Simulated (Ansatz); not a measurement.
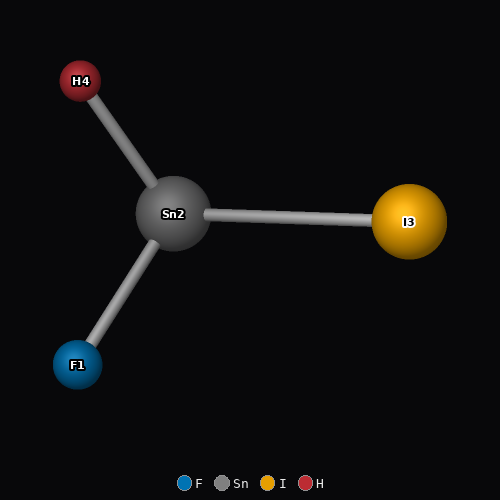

The system is FHISn, SMILES [F][SnH][I], spin multiplicity 2; the picture shows the reference structure. 
- Coordinates scanned: (1) umbrella angle at Sn2 (between each of its bonds and their common axis; 90 is planar); (2) change of the bonds Sn2–F1, Sn2–I3, Sn2–H4, all alike.
- Nothing is relaxed (all other coordinates rigid).
- The grid has 9 × 9 points; 45 points were computed and 36 follow by symmetry.
- Points are written as (first, second).
- Energies are in kJ/mol, from the lowest grid point.
- Energies and slopes of some neighbouring points disagree (a jump in structure or state, or too coarse a mesh).
- All numbers below come from UKS PBE0-D4/def2-TZVP in Ansatz 0.2.0.

Its coordinates:

```xyz
4

F    -1.7095    0.0749    0.5762
Sn   -0.1937   -0.1730   -0.5883
I     1.6527   -1.4227    0.9152
H     0.3059    1.4605   -0.9235
```

The input of one point:

```yaml
crystal:
  periodic: [false, false, false]
  atoms:
    - { symbol: F, position_ang: [-1.633286, 0.129171, 0.64018] }
    - { symbol: Sn, position_ang: [-0.193676, -0.172968, -0.588279] }
    - { symbol: I, position_ang: [1.636296, -1.29826, 1.010965] }
    - { symbol: H, position_ang: [0.315147, 1.463674, -0.821561] }
magnetization:
  spin_polarized: true
  initial_magnetization: 1
basis:
  gaussian: { orbitals: def2-TZVP }
hamiltonian:
  xc: pbe0
  dispersion: d4
output:
  forces: true
```

Range: umbrella angle at Sn2 (between each of its bonds and their common axis; 90 is planar) from 55.4 to 124.6°; change of the bonds Sn2–F1, Sn2–I3, Sn2–H4, all alike from −0.233 to 0.360 Å.

What landscape does the calculation give?

The lowest grid point is at (64.0°, −0.011 Å). The same energy is found at (116.0°, −0.011 Å). The highest grid point, (90.0°, −0.233 Å), lies 249 kJ/mol above the lowest.

```tsv
second ↓, first →	55.4	64.0	72.7	81.3	90.0	98.7	107.3	116.0	124.6
0.360	165	151	152	166	178	166	152	151	165
0.286	123	106	108	127	143	127	108	106	123
0.212	85	65	68	92	114	92	68	65	85
0.138	54	30	34	63	95	63	34	30	54
0.064	35	7	11	45	89	45	11	7	35
−0.011	33	0	4	42	102	42	4	0	33
−0.085	56	18	20	60	127	60	20	18	56
−0.159	115	71	71	110	164	110	71	71	115
−0.233	225	173	169	206	249	206	169	173	225
```

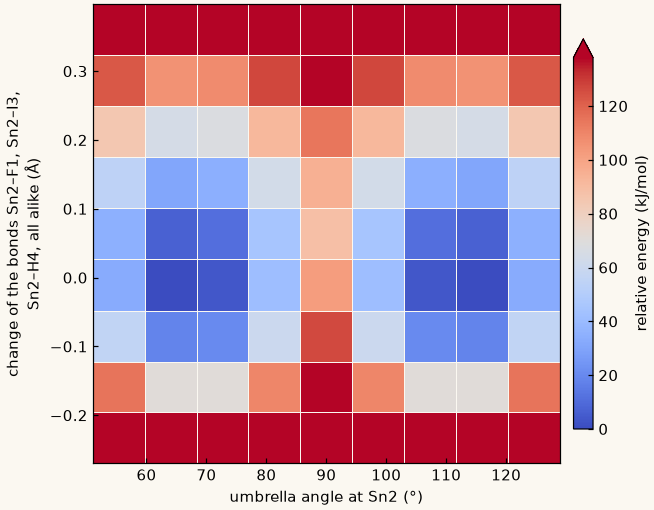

In the figure: one coloured cell a grid point, one colour for all values above the top of the scale.

Each point was launched as `ansatz run input.yaml --threads 1 --pin off --max-ram 2560MiB --backend cpu --events-out ev --progress --plain --runs-dir out`. The whole map (45 points run) took 10 min on 1 thread of Arm Neoverse V1, with other jobs on the host.
